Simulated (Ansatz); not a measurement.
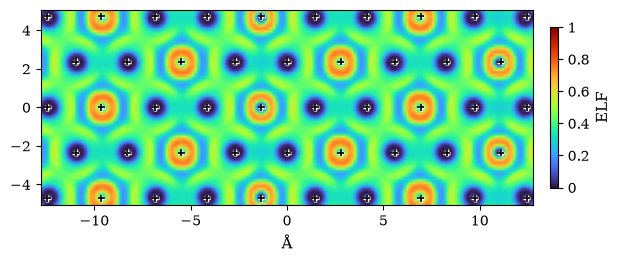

The ELF on a plane through atoms (crosses mark nuclei in the plane).

Level of theory: Ansatz, DFT PBE, scalar-relativistic, plane waves, PAW.

Candidates:
A. Ge6Mo2W, a = 3.34 Å, b = 3.34 Å, c = 24.86 Å, α = 90.00°, β = 90.00°, γ = 90.00°. Space group I4/mmm; a structure generated by program, which may or may not match a known phase; computed without spin polarisation.
B. TiSi8Mo3, a = 4.55 Å, b = 4.55 Å, c = 7.95 Å, α = 90.00°, β = 90.00°, γ = 90.00°. Space group P4/mmm; a structure generated by program, which may or may not match a known phase; computed without spin polarisation.
C. SiGe3Ru, a = 3.43 Å, b = 3.43 Å, c = 7.70 Å, α = 90.00°, β = 90.00°, γ = 90.00°. Space group P4/mmm; a structure generated by program, which may or may not match a known phase; computed without spin polarisation.

Q: Which system is this?

A: Candidate A: Ge6Mo2W on the (110) plane of the conventional cell, which holds Ge, Mo and W. Ge–Ge (2.68 Å): the ELF is about 0.35 at the midpoint. Ge–Mo (2.71 Å): the ELF is about 0.40 at the midpoint.
